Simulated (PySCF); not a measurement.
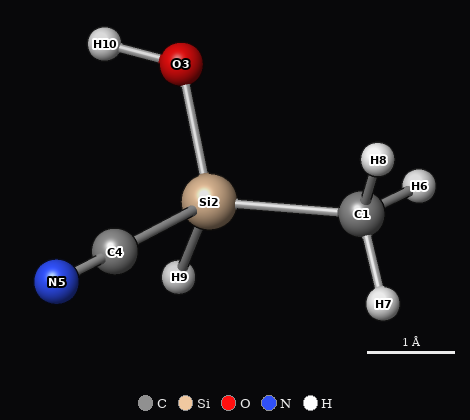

Fig. 1: The input geometry of the first run (ball-and-stick view, seen at a tilt; atoms are numbered from 1 in the order of the input).

**What a change does: excited-state calculation on C2H5NOSi**

System: C2H5NOSi.
Method of the first run: TDDFT LDA/def2-SVPD, vertical, gas phase, core orbitals frozen in the response (PySCF 2.14.0).

The geometry comes from this level: PBE0-D3(BJ)/def2-SVP. Text and figures count atoms from 1; the logs count them from 0 in places.

The input, the first run:
```
{"job": {"kind": "uv", "xc": "LDA", "basis": "def2-SVPD", "ip": true}, "charge": 0, "multiplicity": 1}
C     -1.431089    -0.142707     0.055144
Si     0.365168     0.206561     0.329642
O      0.747892     1.616492    -0.452951
C      1.370318    -1.186376    -0.416168
N      1.990822    -2.046708    -0.885347
H     -2.044106     0.659910     0.492625
H     -1.719567    -1.097316     0.519917
H     -1.646790    -0.197768    -1.022255
H      0.758016     0.238249     1.766652
H      1.658276     1.923824    -0.409428
```

The first line tells a small driver script what to run in PySCF; the rest is the geometry in Å.

Command:
```bash
OMP_NUM_THREADS=1 python <driver script> task.json out
```

Hardware: 1 CPU thread, shared host.

Output (the first run):
```
coarse grid: 9048 points
cycle   1  E = -495.3795843566  dE =  3.773e-01  |g| = 8.766e-01  |ddm| = 4.040e+00
cycle   2  E = -494.6197599446  dE =  7.598e-01  |g| = 2.070e+00  |ddm| = 2.701e+00
cycle   3  E = -495.5133074760  dE = -8.935e-01  |g| = 3.424e-01  |ddm| = 1.995e+00
cycle   4  E = -495.5316099280  dE = -1.830e-02  |g| = 2.119e-01  |ddm| = 4.094e-01
cycle   5  E = -495.5392790865  dE = -7.669e-03  |g| = 1.130e-01  |ddm| = 2.585e-01
cycle   6  E = -495.5420961438  dE = -2.817e-03  |g| = 1.575e-02  |ddm| = 9.581e-02
cycle   7  E = -495.5421683227  dE = -7.218e-05  |g| = 4.507e-03  |ddm| = 2.319e-02
cycle   8  E = -495.5421733200  dE = -4.997e-06  |g| = 9.369e-04  |ddm| = 6.299e-03
final grid: 83408 points
cycle   9  E = -495.6281660620  dE = -2.255e-05  |g| = 2.620e-03  |ddm| = 4.921e-02
cycle  10  E = -495.6281630688  dE =  2.993e-06  |g| = 4.316e-03  |ddm| = 7.010e-03
cycle  11  E = -495.6281674203  dE = -4.351e-06  |g| = 1.458e-03  |ddm| = 4.653e-03
cycle  12  E = -495.6281677998  dE = -3.795e-07  |g| = 6.187e-04  |ddm| = 1.491e-03
cycle  13  E = -495.6281678884  dE = -8.863e-08  |g| = 9.250e-05  |ddm| = 5.754e-04
cycle  14  E = -495.6281678908  dE = -2.430e-09  |g| = 2.465e-05  |ddm| = 1.353e-04
cycle  15  E = -495.6281678909  dE = -8.868e-11  |g| = 1.165e-05  |ddm| = 2.873e-05
converged SCF energy = -495.6281678909

Static polarisability (au): isotropic 59.778, principal 51.186 56.989 71.159

Singlet excitations
state   eV       nm        f      main configurations
  1   6.0912    203.5   0.00466   H->L 0.97
  2   6.5158    190.3   0.00537   H-1->L 0.90
  3   6.6068    187.7   0.01715   H->L+1 0.91
  4   6.9475    178.5   0.00445   H-2->L 0.45, H-1->L+1 0.27, H-3->L 0.14
  5   7.0433    176.0   0.00739   H-3->L 0.58, H-1->L+1 0.31
  6   7.2151    171.8   0.04373   H-2->L 0.25, H-3->L+1 0.21, H-4->L 0.20
  7   7.3580    168.5   0.02545   H-2->L+1 0.55, H-1->L+1 0.19, H-3->L 0.09
  8   7.4009    167.5   0.00575   H-4->L 0.68, H-3->L+1 0.15
  9   7.6700    161.6   0.00631   H->L+2 0.88
 10   7.7818    159.3   0.04998   H-4->L+1 0.41, H-3->L+1 0.29, H-2->L+1 0.08

Triplet excitations (Tamm-Dancoff, eV): 5.8201 5.9703 6.1037 6.2550
Vertical ionisation energy (delta-SCF) = 11.0229 eV
Vertical electron affinity (delta-SCF) = -0.4337 eV
```

For the second run the input was changed thus:
```diff
-"xc": "LDA"
+"xc": "B3LYP"
```

Predict how the results change.

The total energies belong to different methods, so their difference says nothing on which is more stable or more accurate. The HOMO goes from −7.99 to −9.14 eV. The LUMO goes from −2.01 to −1.08 eV. The dipole moment goes from 3.36 to 3.31 D. The lowest excitation goes from 6.09 to 6.73 eV. The strongest computed line goes from 7.78 to 8.03 eV. The functional changes from LDA to B3LYP. Exact exchange removes part of the self-interaction error of semilocal functionals, which pushes filled and empty levels apart. The SCF takes 14 iterations against 15.

Output (the second run):
```
coarse grid: 9048 points
cycle   1  E = -498.3132051981  dE =  3.763e-01  |g| = 8.113e-01  |ddm| = 3.912e+00
cycle   2  E = -497.9540694954  dE =  3.591e-01  |g| = 1.543e+00  |ddm| = 2.150e+00
cycle   3  E = -498.4370446386  dE = -4.830e-01  |g| = 2.347e-01  |ddm| = 1.446e+00
cycle   4  E = -498.4468402802  dE = -9.796e-03  |g| = 1.149e-01  |ddm| = 2.618e-01
cycle   5  E = -498.4495098472  dE = -2.670e-03  |g| = 3.680e-02  |ddm| = 1.293e-01
cycle   6  E = -498.4498199812  dE = -3.101e-04  |g| = 4.926e-03  |ddm| = 3.493e-02
cycle   7  E = -498.4498265564  dE = -6.575e-06  |g| = 1.361e-03  |ddm| = 7.258e-03
final grid: 83408 points
cycle   8  E = -498.5260705465  dE = -1.627e-05  |g| = 4.358e-03  |ddm| = 4.210e-02
cycle   9  E = -498.5260661365  dE =  4.410e-06  |g| = 6.175e-03  |ddm| = 1.005e-02
cycle  10  E = -498.5260750347  dE = -8.898e-06  |g| = 1.245e-03  |ddm| = 5.816e-03
cycle  11  E = -498.5260753732  dE = -3.386e-07  |g| = 2.299e-04  |ddm| = 1.118e-03
cycle  12  E = -498.5260753814  dE = -8.195e-09  |g| = 1.296e-04  |ddm| = 3.052e-04
cycle  13  E = -498.5260753846  dE = -3.201e-09  |g| = 2.187e-05  |ddm| = 1.173e-04
cycle  14  E = -498.5260753847  dE = -1.247e-10  |g| = 3.300e-06  |ddm| = 3.552e-05
converged SCF energy = -498.5260753847

Static polarisability (au): isotropic 56.943, principal 48.984 54.258 67.586

Singlet excitations
state   eV       nm        f      main configurations
  1   6.7310    184.2   0.00284   H->L 0.79
  2   7.0804    175.1   0.00298   H-1->L 0.63, H->L 0.10, H->L+1 0.08
  3   7.2079    172.0   0.01123   H-2->L 0.47, H->L+1 0.26, H-2->L+1 0.10
  4   7.2944    170.0   0.00122   H-2->L+1 0.40, H-1->L+1 0.30, H-2->L 0.11
  5   7.6056    163.0   0.00294   H-3->L 0.72
  6   7.6864    161.3   0.01180   H-2->L+1 0.36, H-1->L+1 0.25, H->L+1 0.23
  7   8.0283    154.4   0.10617   H-3->L+1 0.41, H->L+1 0.26, H-1->L+1 0.14
  8   8.1493    152.1   0.02010   H-4->L 0.75, H-1->L+2 0.09
  9   8.3441    148.6   0.00312   H->L+2 0.82
 10   8.5221    145.5   0.08628   H-1->L+2 0.33, H-4->L+1 0.12, H-3->L+1 0.11

Triplet excitations (Tamm-Dancoff, eV): 5.7613 6.1925 6.2514 6.5455
Vertical ionisation energy (delta-SCF) = 11.3718 eV
```

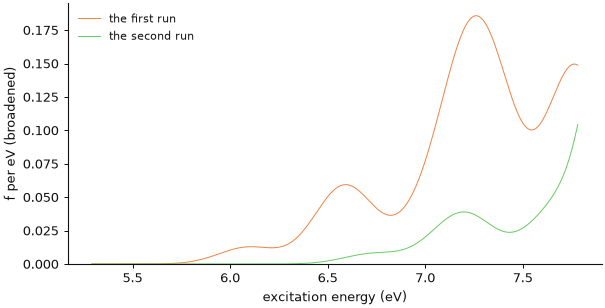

Fig. 2: Absorption of the two runs from their computed states, each broadened by a Gaussian of 0.35 eV full width; the range ends where the shorter list of states ends.

The two runs side by side:

```tsv
quantity	the first run	the second run
outcome	converged	converged
total energy (hartree)	−495.628168	−498.526075
HOMO (eV)	−7.99	−9.14
LUMO (eV)	−2.01	−1.08
dipole moment (D)	3.36	3.31
lowest excitation (eV)	6.09	6.73
SCF iterations	15	14
strongest computed line (eV)	7.78	8.03
basis functions	147	147
wall time (shared host)	95 s	2 min
```
